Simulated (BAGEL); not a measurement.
# HF/3-21G (density fitting with qzvpp-jkfit) run of C2H3ClF2 (SMILES FCC(F)Cl)

What is the energy change on altering one bond length of C2H3ClF2 at HF/3-21G (density fitting with qzvpp-jkfit)? 

The results are computed with BAGEL 1.2.2.

2 further runs of the same task are left out: 2 set aside as unsound or not needed.

## (1) The system as given

C2H3ClF2: 8 atoms, total charge 0, spin state singlet. SMILES: `FCC(F)Cl`. The shape is that of a PBE0-D4/def2-TZVP optimisation. This is one conformer, not always the lowest.

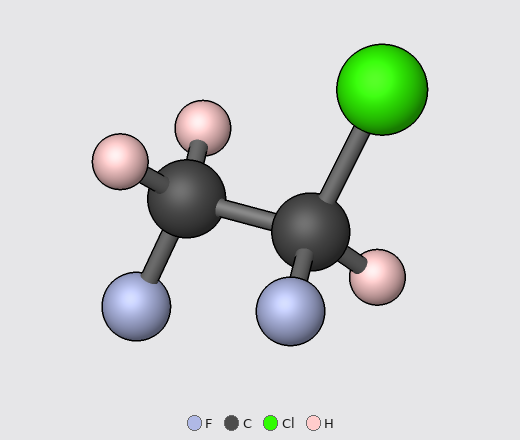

Viewed from a chosen angle; fluorine light blue, carbon dark grey, chlorine green, hydrogen pink.

## (2) A single-point energy at HF/3-21G (density fitting with qzvpp-jkfit)

Contents of job.json:

```json
{ "bagel" : [

{
  "title" : "molecule",
  "basis" : "3-21g",
  "df_basis" : "qzvpp-jkfit",
  "angstrom" : true,
  "geometry" : [
    { "atom" : "F", "xyz" : [   -0.356100,   -0.815200,    1.579400 ] },
    { "atom" : "C", "xyz" : [    0.298000,    0.039200,    0.725000 ] },
    { "atom" : "C", "xyz" : [   -0.320800,   -0.068900,   -0.644800 ] },
    { "atom" : "F", "xyz" : [   -0.104600,   -1.302200,   -1.162600 ] },
    { "atom" : "Cl", "xyz" : [    0.420900,    1.153900,   -1.694200 ] },
    { "atom" : "H", "xyz" : [    0.197500,    1.061200,    1.096600 ] },
    { "atom" : "H", "xyz" : [    1.353200,   -0.241400,    0.675300 ] },
    { "atom" : "H", "xyz" : [   -1.395900,    0.116300,   -0.630600 ] }
  ]
},
{ "title" : "hf" },
{ "title" : "print", "file" : "orbitals.molden", "orbitals" : true }

]}
```

Launch:

```bash
$ BAGEL_NUM_THREADS=1 BAGEL job.json > job.out
```

Output:

```text
* using 1 threads per process

  ===============================================================
  ===============================================================

  *** Geometry ***

  { "atom" : "F", "xyz" : [     -0.672931,     -1.540505,      2.984633 ] },
  { "atom" : "C", "xyz" : [      0.563138,      0.074077,      1.370051 ] },
  { "atom" : "C", "xyz" : [     -0.606224,     -0.130202,     -1.218495 ] },
  { "atom" : "F", "xyz" : [     -0.197665,     -2.460801,     -2.196996 ] },
  { "atom" : "Cl", "xyz" : [      0.795386,      2.180555,     -3.201574 ] },
  { "atom" : "H", "xyz" : [      0.373221,      2.005377,      2.072274 ] },
  { "atom" : "H", "xyz" : [      2.557177,     -0.456180,      1.276132 ] },
  { "atom" : "H", "xyz" : [     -2.637869,      0.219775,     -1.191661 ] },

  Number of auxiliary basis functions:      486

  Since a DF basis is specified, we compute 2- and 3-index integrals:
    o Being stored without compression. Storage requirement is 0.012 GB

  Number of basis functions:       55
  Number of electrons      :       50

    * METHOD: MOLECULE                             0.21

  *** RHF ***

  === Nuclear Repulsion ===
   233.3823098059

      * DIIS with orbital gradients will be used.

  === RHF iteration (3-21g) ===
      0       -731.97452415          0.02396392           0.05
      1       -732.08202591          0.01450225           0.05
      2       -732.12426574          0.00152302           0.04
      3       -732.12534513          0.00028388           0.04
      4       -732.12539334          0.00011853           0.04
      5       -732.12540052          0.00002515           0.04
      6       -732.12540089          0.00000655           0.04
      7       -732.12540090          0.00000201           0.04
      8       -732.12540091          0.00000056           0.04
      9       -732.12540091          0.00000018           0.04
     10       -732.12540091          0.00000006           0.04
     11       -732.12540091          0.00000002           0.04
     12       -732.12540091          0.00000001           0.04
    * SCF iteration converged.

    * Permanent dipole moment:
           (    0.068261,    -0.632740,    -0.375910) a.u.

    * METHOD: HF                                   0.70

    * METHOD: PRINT                                0.01

  ===============================================================
```

Run time: 1.1 s. Hardware: 1 thread of Arm Neoverse V1, shared host; peak memory 0.087 GiB.

## (3) The distorted shape, same level

Contents of input.json:

```json
{ "bagel": [

{
  "title": "molecule",
  "basis": "3-21g",
  "df_basis": "qzvpp-jkfit",
  "angstrom": true,
  "geometry": [
    { "atom": "F", "xyz": [   -0.464196,   -0.198572,    1.838291 ] },
    { "atom": "C", "xyz": [    0.189904,    0.655828,    0.983891 ] },
    { "atom": "C", "xyz": [   -0.428896,    0.547728,   -0.385909 ] },
    { "atom": "F", "xyz": [   -0.104600,   -1.302200,   -1.162600 ] },
    { "atom": "Cl", "xyz": [    0.312804,    1.770528,   -1.435309 ] },
    { "atom": "H", "xyz": [    0.089404,    1.677828,    1.355491 ] },
    { "atom": "H", "xyz": [    1.245104,    0.375228,    0.934191 ] },
    { "atom": "H", "xyz": [   -1.503996,    0.732928,   -0.371709 ] }
  ]
},
{
  "title": "hf"
},
{
  "title": "print",
  "file": "orbitals.molden",
  "orbitals": true
}

]}
```

Launch:

```bash
$ BAGEL_NUM_THREADS=1 BAGEL input.json > input.out
```

Output:

```text
* using 1 threads per process

  ===============================================================
  ===============================================================

  *** Geometry ***

  { "atom" : "F", "xyz" : [     -0.877203,     -0.375247,      3.473867 ] },
  { "atom" : "C", "xyz" : [      0.358867,      1.239335,      1.859285 ] },
  { "atom" : "C", "xyz" : [     -0.810496,      1.035056,     -0.729262 ] },
  { "atom" : "F", "xyz" : [     -0.197665,     -2.460801,     -2.196996 ] },
  { "atom" : "Cl", "xyz" : [      0.591114,      3.345813,     -2.712341 ] },
  { "atom" : "H", "xyz" : [      0.168949,      3.170635,      2.561507 ] },
  { "atom" : "H", "xyz" : [      2.352906,      0.709078,      1.765365 ] },
  { "atom" : "H", "xyz" : [     -2.842141,      1.385033,     -0.702428 ] },

  Number of auxiliary basis functions:      486

  Since a DF basis is specified, we compute 2- and 3-index integrals:
    o Being stored without compression. Storage requirement is 0.012 GB

  Number of basis functions:       55
  Number of electrons      :       50

    * METHOD: MOLECULE                             0.20

  *** RHF ***

  === Nuclear Repulsion ===
   215.3932256246

      * DIIS with orbital gradients will be used.

  === RHF iteration (3-21g) ===
      0       -731.69306449          0.03027815           0.05
      1       -731.76622356          0.03136784           0.05
      2       -731.99468310          0.00309317           0.04
      3       -731.99894304          0.00154705           0.07
      4       -731.99978247          0.00033322           0.05
      5       -731.99987664          0.00009514           0.04
      6       -731.99988268          0.00002952           0.05
      7       -731.99988331          0.00000725           0.05
      8       -731.99988335          0.00000282           0.05
      9       -731.99988335          0.00000166           0.05
     10       -731.99988336          0.00000097           0.05
     11       -731.99988336          0.00000050           0.05
     12       -731.99988336          0.00000017           0.04
     13       -731.99988336          0.00000006           0.04
     14       -731.99988336          0.00000002           0.04
     15       -731.99988336          0.00000001           0.04
    * SCF iteration converged.

    * Permanent dipole moment:
           (    0.066145,    -1.471467,    -0.623942) a.u.

    * METHOD: HF                                   0.95

    * METHOD: PRINT                                0.01

  ===============================================================
```

Wall time 1.3 s (1 thread of Arm Neoverse V1, shared host); peak memory 0.087 GiB.

## (4) What came out

Level: HF/3-21G (density fitting with qzvpp-jkfit).

| quantity | value |
| --- | --- |
| first shape: total energy | -732.12540 Eh |
| first shape: dipole moment | 1.88 D |
| first shape: HOMO energy | -12.75 eV |
| first shape: LUMO energy | 4.92 eV |
| first shape: HOMO–LUMO gap | 17.67 eV |
| distorted shape: total energy | -731.99988 Eh |
| distorted shape: dipole moment | 4.07 D |
| distorted shape: HOMO energy | -12.39 eV |
| distorted shape: LUMO energy | 1.34 eV |
| distorted shape: HOMO–LUMO gap | 13.73 eV |
| energy change with the C3–F4 bond stretched from 1.355 to 2.032 Å | 3.416 eV |

With the C3–F4 bond stretched from 1.355 to 2.032 Å the energy rises by 3.42 eV (330 kJ/mol). The first shape isn't relaxed at this level, so the change isn't measured from a minimum.
